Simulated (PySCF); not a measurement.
# C$_{4}$H$_{7}$NOSi (SMILES C=CCO[SiH2]C#N): what the fields show

```
atom    x (Å)    y (Å)    z (Å)
   C  -2.4392  -0.6899  -0.0914
   C  -1.6106  -0.7556   0.9322
   C  -0.1729  -0.3316   0.8934
   O   0.1998   0.1199  -0.3755
  Si   1.3775   1.0878  -0.8923
   C   3.0682   0.3743  -0.4963
   N   4.0944  -0.0667  -0.2408
   H  -2.1141  -0.3183  -1.0481
   H  -3.4645  -1.0062  -0.0125
   H  -1.9271  -1.1300   1.8960
   H   0.4650  -1.1828   1.1719
   H  -0.0109   0.4555   1.6430
   H   1.1503   1.0447  -2.3254
   H   1.3835   2.3984  -0.2362
```

Geometry: GFN2-xTB.

Method: PBE0/pcSseg-1, SCF density, gas phase, non-relativistic (PySCF).

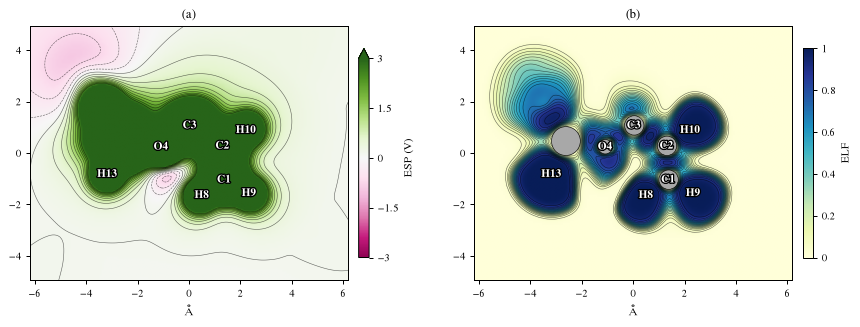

Figure 1. (a) electrostatic potential; (b) ELF on the plane of atoms H8, C1 and H9. Grey discs cover the atomic cores in the ELF map.

Q: Interpret the plot.

A: Atoms in the plane: C, O and H. C–C (1.32 Å): the ELF peaks at about 0.90 between the atoms; a multiple bond. C–O (1.40 Å): the ELF peaks at about 0.90 between the atoms, as expected for a shared but strongly polarised pair. C–H (1.08 Å): the ELF climbs to about 1 towards the hydrogen, as it does in any bond to H: an ordinary covalent bond to hydrogen. C–C (1.50 Å): the ELF peaks at about 0.95 between the atoms: localised, covalent bonding. The ELF also peaks beside O4, away from the bonds: lone-pair regions. Outside the dense part of the molecule the potential is most negative (−0.9 V) near N7, which lies off the plane.

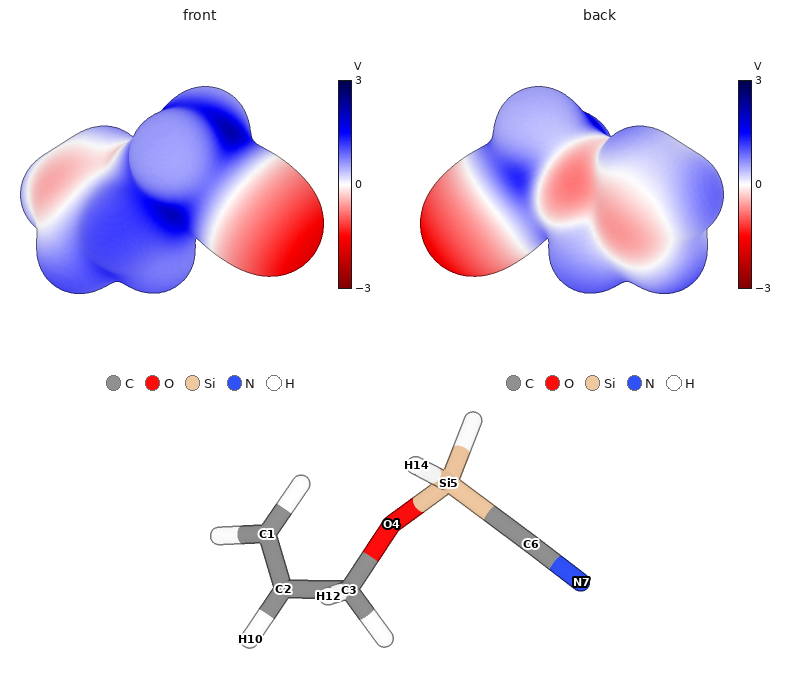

Figure 2. The electrostatic potential painted on the density surface at 0.002 e/bohr³, seen from the front and from behind; red is negative and blue positive. The bare structure is drawn below in the same view.

Q: Which sites attract a positive test charge, and which a negative one?

A: A positive charge is drawn to the negative regions and a negative charge to the positive ones. The most negative region (about −1.7 V) lies over N7, the most positive (about +2.0 V) over Si5. N7 is the likeliest acceptor of a hydrogen bond.
